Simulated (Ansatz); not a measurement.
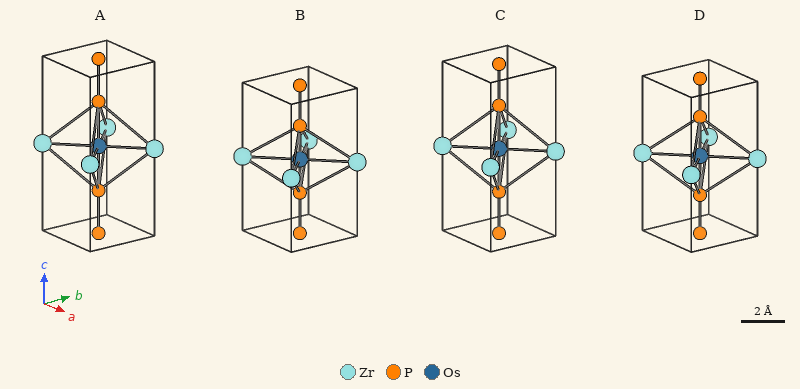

4 geometries from one relaxation of solid ZrP3Os (a generated structure, set up in P4/mmm) (coarse preliminary run), in shuffled order. A ball-and-stick model of the cell of the calculation, seen from a free direction.

Method: Ansatz 0.2.0, DFT PBE, scalar-relativistic, plane waves, PAW. (plane-wave cutoff 420 eV; k-point mesh 4 × 4 × 4; occupations gaussian; smearing width 0.1 eV; no spin polarisation; cell and atoms relaxed; force threshold 0.04 eV/Å; at most 70 steps)

Put them in the order of the run, from the start to the converged end.

B, D, C, A. They are steps 0, 1, 3, 9, at +11.509 eV per cell of the calculation, +2.242 eV per cell of the calculation, +0.149 eV per cell of the calculation relative to the last. The energy falls by 11.509 eV per cell of the calculation in 7 accepted moves (9 points after the start). The largest force component goes from 29 to 0.0037 eV/Å. The pressure goes from 51.98 to −0.06 GPa. The SCF was repeated twice at an unchanged geometry on a basis and grid sized afresh for the cell, which shifted the energy by 27.7 meV per cell of the calculation at most. The largest moves relative to the cell, 0.25 Å, are those of P atoms. Zr and Os stay in place. The drawn cell changes as follows: a = b 3.898 → 3.805 Å (−2.4 %), c 7.446 → 8.780 Å (+17.9 %); the volume changes by +12.4 %. Near-neighbour distances that change, for instance: Os–P 1.686 → 2.239 Å, P–Zr 3.231 → 3.500 Å, P–P 2.037 → 2.151 Å, Os–Zr 2.756 → 2.691 Å. Bond angles that change, for instance: Zr–P–Zr 117.1° → 100.5°, Zr–P–Zr 74.2° → 65.9°, Zr–P–P 121.5° → 129.8°. The space group stays P4/mmm (No. 123).

Limits of the set-up: the k-point mesh is coarse for a cell with partly filled bands.
